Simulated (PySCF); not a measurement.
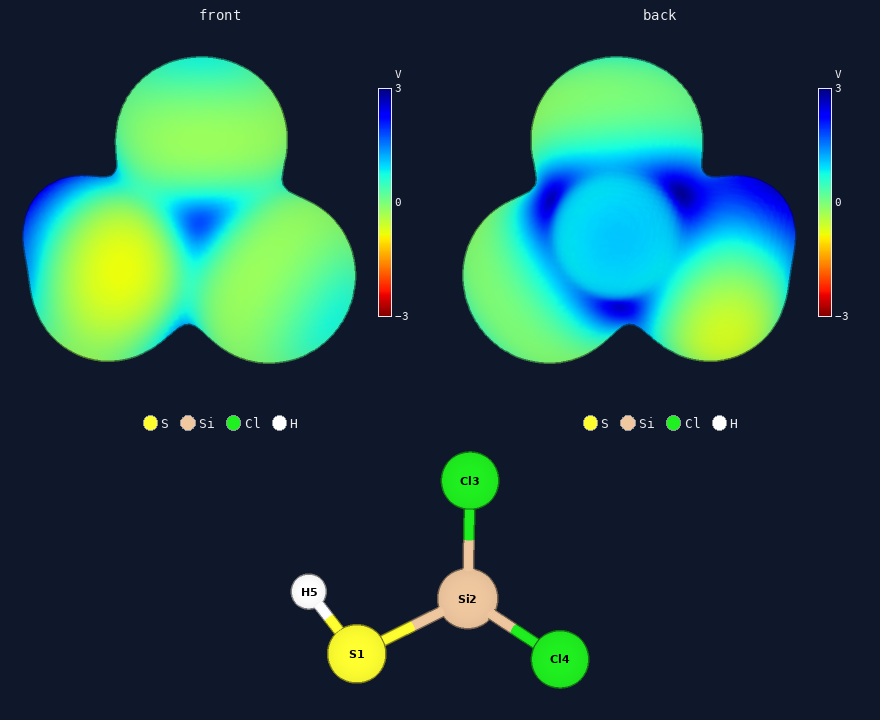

Figure 1: Cl₂H₂SSi (Cl2HSi(SH)). The molecular electrostatic potential painted on the density surface at 0.004 e/bohr³, seen from the front and from behind; the colour scale runs from red (negative) to blue (positive). The bare structure is drawn below in the same view.

Geometry: GFN2-xTB.

Computed with CAM-B3LYP/def2-SVPD, SCF density, in a chloroform solvent model (PySCF).

Input

```
{"job": {"xc": "CAM-B3LYP", "basis": "def2-SVPD", "nstates": 6, "ntriplets": 0, "solvent": "chloroform", "kind": "uv"}, "charge": 0, "multiplicity": 1}
S      1.426935    -0.674522    -0.679655
Si    -0.453699    -0.087044     0.190101
Cl    -0.793108     1.868139    -0.161763
Cl    -1.882289    -1.225162    -0.629174
H      2.090777     0.428038    -0.363457
H     -0.385494    -0.307458     1.622374
```

Run with:

```sh
OMP_NUM_THREADS=1 python ens_run.py task.json out
```

Which sites attract a positive test charge, and which a negative one?

Answer. A positive charge is drawn to the negative regions and a negative charge to the positive ones. The most negative region (about −0.8 V) lies over S1, the most positive (about +2.7 V) over Si2. Cl3 shows a σ-hole: about +0.7 V at the tip opposite its bond, against about 0.0 V on its flanks. Cl4 shows a σ-hole: about +0.7 V at the tip opposite its bond, against about −0.1 V on its flanks.

What dipole moment does the calculation give?

Answer. Its dipole moment is 1.49 D.
